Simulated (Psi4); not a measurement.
# A workflow on SiPH4F (SMILES FP[SiH3])

We compute a geometry optimisation (TPSS/6-31+G*), then vibrational wavenumbers of SiPH4F. The job is set up through an ASE script.

Program for the calculation: Psi4 1.11.

## Step 1: Starting point

SiPH4F: 7 atoms, total charge 0, spin state singlet. SMILES: `FP[SiH3]`. The shape is that of a GFN2-xTB optimisation. The run starts from this shape.

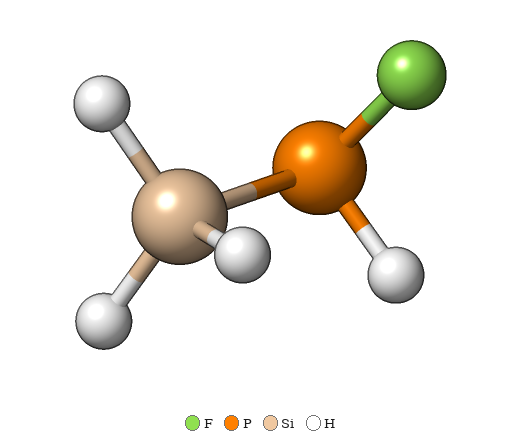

The structure, seen from a chosen angle (fluorine green, phosphorus orange, silicon light orange, hydrogen white).

## Step 2: A geometry optimisation at TPSS/6-31+G(d) (density fitting, Cartesian functions) (run 1)

run.py

```python
import numpy as np
from ase.calculators.psi4 import Psi4
from ase import Atoms
from ase.optimize import BFGS

mol = Atoms(['F', 'P', 'Si', 'H', 'H', 'H', 'H'], positions=[
    [-0.372400, -1.711580, 1.302680],
    [-0.059070, -1.441710, -0.288990],
    [0.379470, 0.769400, -0.112420],
    [-1.412400, -1.263380, -0.608610],
    [0.410150, 1.264290, -1.488000],
    [-0.633570, 1.482800, 0.667230],
    [1.687820, 0.900200, 0.528110],
])
calc = Psi4(atoms=mol, method='tpss', basis='6-31+G*', memory='1600MB', num_threads=1, charge=0, multiplicity=1, label='calc')
mol.calc = calc

opt = BFGS(mol)
done = opt.run(fmax=0.02, steps=40)
print('converged:', done)
for s, p in zip(mol.symbols, mol.positions):
    print(f'{s:2s} {p[0]:12.6f} {p[1]:12.6f} {p[2]:12.6f}')
```

Command:

```
python run.py
```

calc.dat:

```text
[...]
  Running in c1 symmetry.
[...]
  Nuclear repulsion =  150.915759767281486
[...]
  Multiplicity = 1
[...]
  Nalpha       = 21
  Nbeta        = 21
[...]
    Number of basis functions: 73
[...]
   @DF-RKS iter   1:  -733.04438296904618   -3.75549e-01   5.51487e-03 ADIIS/DIIS
[...]
   @DF-RKS iter  11:  -733.12468660452282   -6.59384e-12   5.82486e-09 DIIS
[...]
    Orbital Energies [Eh]
    ---------------------
    Doubly Occupied:
       1A    -76.669010     2A    -65.704348     3A    -24.439842
       4A     -6.425226     5A     -5.133141     6A     -4.608465
       7A     -4.601932     8A     -4.598178     9A     -3.508476
      10A     -3.507298    11A     -3.506969    12A     -1.112711
      13A     -0.604834    14A     -0.503051    15A     -0.433131
      16A     -0.391766    17A     -0.384292    18A     -0.341122
      19A     -0.339603    20A     -0.302020    21A     -0.238350
[...]
  @DF-RKS Final Energy:  -733.12468660452282
   => Energetics <=
    Nuclear Repulsion Energy =            150.9157597672814859
    One-Electron Energy =               -1315.1244347081180877
    Two-Electron Energy =                 487.2048107249083273
    DFT Exchange-Correlation Energy =     -56.1208223885947177
    Empirical Dispersion Energy =           0.0000000000000000
    VV10 Nonlocal Energy =                  0.0000000000000000
    Total Energy =                       -733.1246866045228217
[...]
 Multipole Moments:
 ------------------------------------------------------------------------------------
     Multipole            Electronic (a.u.)      Nuclear  (a.u.)        Total (a.u.)
 ------------------------------------------------------------------------------------
 L = 1.  Multiply by 2.5417464519 to convert [e a0] to [Debye]
 Dipole X            :         -0.5370988            0.4705521           -0.0665467
 Dipole Y            :         -6.2055245            6.7006802            0.4951557
 Dipole Z            :          1.7638574           -2.2725795           -0.5087221
 Magnitude           :                                                    0.7130258
[...]
  -Total Gradient:
     Atom            X                  Y                   Z
    ------   -----------------  -----------------  -----------------
       1        0.000095738877     0.000001065331    -0.000159371359
       2       -0.000098741652     0.000114633590     0.000006036813
       3       -0.000077615839    -0.000343101605     0.000036149391
       4       -0.000045387390    -0.000070537206     0.000007896952
       5        0.000043670544     0.000060631998    -0.000123082432
       6        0.000006267857     0.000114374519     0.000039543337
       7        0.000063254020     0.000113659449     0.000103213864
[...]
```

Standard output:

```text
Step     Time          Energy          fmax
BFGS:    0 hh:mm:ss   -19949.277198        0.933417
BFGS:    1 hh:mm:ss   -19949.301308        0.479937
BFGS:    2 hh:mm:ss   -19949.319760        0.462105
BFGS:    3 hh:mm:ss   -19949.326811        0.424449
BFGS:    4 hh:mm:ss   -19949.332159        0.226975
BFGS:    5 hh:mm:ss   -19949.334082        0.107735
BFGS:    6 hh:mm:ss   -19949.335136        0.102322
BFGS:    7 hh:mm:ss   -19949.335896        0.091317
BFGS:    8 hh:mm:ss   -19949.336362        0.059079
BFGS:    9 hh:mm:ss   -19949.336612        0.049599
BFGS:   10 hh:mm:ss   -19949.336861        0.057086
BFGS:   11 hh:mm:ss   -19949.337209        0.072048
BFGS:   12 hh:mm:ss   -19949.337574        0.065599
BFGS:   13 hh:mm:ss   -19949.337798        0.046295
BFGS:   14 hh:mm:ss   -19949.337890        0.031322
BFGS:   15 hh:mm:ss   -19949.337957        0.034291
BFGS:   16 hh:mm:ss   -19949.338061        0.041817
BFGS:   17 hh:mm:ss   -19949.338192        0.049770
BFGS:   18 hh:mm:ss   -19949.338306        0.047132
BFGS:   19 hh:mm:ss   -19949.338379        0.027522
BFGS:   20 hh:mm:ss   -19949.338444        0.027760
BFGS:   21 hh:mm:ss   -19949.338536        0.035534
BFGS:   22 hh:mm:ss   -19949.338669        0.046701
BFGS:   23 hh:mm:ss   -19949.338794        0.042672
BFGS:   24 hh:mm:ss   -19949.338851        0.018184
converged: True
F     -0.381667    -1.795874     1.347659
P     -0.071834    -1.469550    -0.259583
Si     0.382698     0.775877    -0.104307
H     -1.426873    -1.243796    -0.655961
H      0.415290     1.265892    -1.508529
H     -0.636923     1.525500     0.671302
H      1.719309     0.956868     0.511873
```

Run time: 7 min. Hardware: 1 thread of Intel Xeon Platinum 8259CL at 2.50GHz (Skylake/Cascade Lake), shared host; peak memory 1.4 GiB.

Steps, from the record of the run:

| step | energy from the first frame kept (eV) | largest force (eV/Å) |
| --- | --- | --- |
| 0 | 0.0000 | 0.9334 |
| 1 | -0.0241 | 0.4799 |
| 2 | -0.0426 | 0.4621 |
| 3 | -0.0496 | 0.4245 |
| 4 | -0.0550 | 0.2270 |
| 5 | -0.0569 | 0.1077 |
| 6 | -0.0579 | 0.1023 |
| 7 | -0.0587 | 0.0913 |
| 8 | -0.0592 | 0.0591 |
| 9 | -0.0594 | 0.0496 |
| 10 | -0.0597 | 0.0571 |
| 11 | -0.0600 | 0.0720 |
| 12 | -0.0604 | 0.0656 |
| 13 | -0.0606 | 0.0463 |
| 14 | -0.0607 | 0.0313 |
| 15 | -0.0608 | 0.0343 |
| 16 | -0.0609 | 0.0418 |
| 17 | -0.0610 | 0.0498 |
| 18 | -0.0611 | 0.0471 |
| 19 | -0.0612 | 0.0275 |
| 20 | -0.0612 | 0.0278 |
| 21 | -0.0613 | 0.0355 |
| 22 | -0.0615 | 0.0467 |
| 23 | -0.0616 | 0.0427 |
| 24 | -0.0617 | 0.0182 |

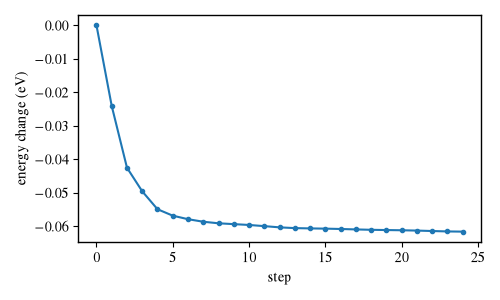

Energy along the run.

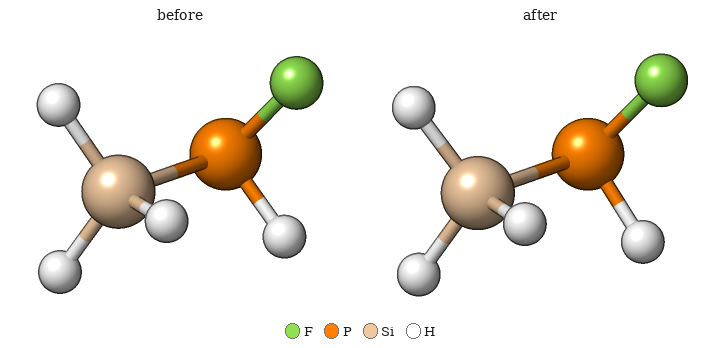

Before and after, at one scale.

After the run. Bond lengths: F1–P2 1.669 Å, P2–Si3 2.296 Å, P2–H4 1.430 Å, Si3–H5 1.488 Å, Si3–H6 1.484 Å, Si3–H7 1.483 Å. Angles: F1–P2–Si3 99.4°, F1–P2–H4 97.0°, Si3–P2–H4 93.0°, P2–Si3–H5 105.2°, P2–Si3–H6 113.2°, P2–Si3–H7 109.0°, H5–Si3–H6 110.0°, H5–Si3–H7 109.4°, H6–Si3–H7 109.9°.

## Step 3: The harmonic vibrations at TPSS/6-31+G(d) (density fitting, Cartesian functions) (run 2)

fh4psi.xyz

```xyz
7
FH4PSi
F     -0.376030    -1.769513     1.324340
P     -0.066197    -1.443189    -0.282902
Si     0.388335     0.802238    -0.127626
H     -1.421235    -1.217435    -0.679279
H      0.420928     1.292252    -1.531848
H     -0.631286     1.551860     0.647984
H      1.724946     0.983228     0.488555
```

fh4psi_ase.py

```python
import numpy as np
from ase.calculators.psi4 import Psi4
from ase.io import read
from ase.vibrations import Vibrations

atoms = read('fh4psi.xyz')
calc = Psi4(atoms=atoms, method='tpss', basis='6-31+G*', memory='1600MB', num_threads=1, charge=0, multiplicity=1, label='calc')
atoms.calc = calc

vib = Vibrations(atoms, delta=0.01)
vib.run()
vib.summary()
```

Command:

```
python fh4psi_ase.py
```

calc.dat:

```text
[...]
  Running in c1 symmetry.
[...]
  Nuclear repulsion =  150.899763635018388
[...]
  Multiplicity = 1
[...]
  Nalpha       = 21
  Nbeta        = 21
[...]
    Number of basis functions: 73
[...]
   @DF-RKS iter   1:  -733.04442972915763   -3.76478e-01   5.51396e-03 ADIIS/DIIS
[...]
   @DF-RKS iter  11:  -733.12467576820666   -6.25278e-12   5.85834e-09 DIIS
[...]
    Orbital Energies [Eh]
    ---------------------
    Doubly Occupied:
       1A    -76.669040     2A    -65.704660     3A    -24.439863
       4A     -6.425257     5A     -5.133357     6A     -4.608495
       7A     -4.601963     8A     -4.598208     9A     -3.508698
      10A     -3.507506    11A     -3.507204    12A     -1.112724
      13A     -0.604851    14A     -0.502899    15A     -0.433140
      16A     -0.391769    17A     -0.384298    18A     -0.340873
      19A     -0.339722    20A     -0.301949    21A     -0.238371
[...]
  @DF-RKS Final Energy:  -733.12467576820666
   => Energetics <=
    Nuclear Repulsion Energy =            150.8997636350183882
    One-Electron Energy =               -1315.0909720030094832
    Two-Electron Energy =                 487.1862812546038981
    DFT Exchange-Correlation Energy =     -56.1197486548194959
    Empirical Dispersion Energy =           0.0000000000000000
    VV10 Nonlocal Energy =                  0.0000000000000000
    Total Energy =                       -733.1246757682066573
[...]
 Multipole Moments:
 ------------------------------------------------------------------------------------
     Multipole            Electronic (a.u.)      Nuclear  (a.u.)        Total (a.u.)
 ------------------------------------------------------------------------------------
 L = 1.  Multiply by 2.5417464519 to convert [e a0] to [Debye]
 Dipole X            :         -0.5377730            0.4705529           -0.0672201
 Dipole Y            :         -6.2059544            6.7006789            0.4947245
 Dipole Z            :          1.7509281           -2.2634371           -0.5125091
 Magnitude           :                                                    0.7154973
[...]
  -Total Gradient:
     Atom            X                  Y                   Z
    ------   -----------------  -----------------  -----------------
       1        0.000087906335    -0.000019602693    -0.000131996635
       2       -0.000103190817     0.000144226584    -0.000007518611
       3       -0.001184094451    -0.000509511233    -0.000945101480
       4       -0.000043912624    -0.000073517569     0.000014836835
       5       -0.000165032677     0.000021735257    -0.000193236056
       6        0.000122136982     0.000131365448     0.000132256103
       7        0.001272153278     0.000292914946     0.001041974954
[...]
```

Standard output:

```text
---------------------
  #    meV     cm^-1
---------------------
  0    0.9i      7.3i
  1    0.4i      3.6i
  2    0.2i      1.6i
  3    0.1i      0.8i
  4    0.6       4.7
  5    1.1       9.2
  6   15.9     127.8
  7   19.7     159.2
  8   50.6     408.3
  9   57.4     462.6
 10   69.4     559.4
 11   91.4     737.2
 12   95.0     766.1
 13  110.0     887.0
 14  112.8     910.2
 15  115.6     932.6
 16  118.4     955.0
 17  278.9    2249.6
 18  281.6    2270.9
 19  283.1    2283.6
 20  291.5    2350.9
---------------------
Zero-point energy: 0.996 eV
```

It took 12 min on 1 thread of Intel Xeon Platinum 8259CL at 2.50GHz (Skylake/Cascade Lake), shared host; peak memory 1.8 GiB.

## Step 4: What came out

| quantity | value |
| --- | --- |
| run 1, TPSS/6-31+G*: total energy at the end | -733.12469 Eh |
| run 1, TPSS/6-31+G*: dipole moment | 1.81 D |
| run 1, TPSS/6-31+G*: HOMO energy | -6.49 eV |
| run 1, TPSS/6-31+G*: LUMO energy | -2.09 eV |
| run 1, TPSS/6-31+G*: HOMO–LUMO gap | 4.40 eV |

The optimisation (run 1, TPSS/6-31+G*) took 24 steps and changed the energy by -0.062 eV.
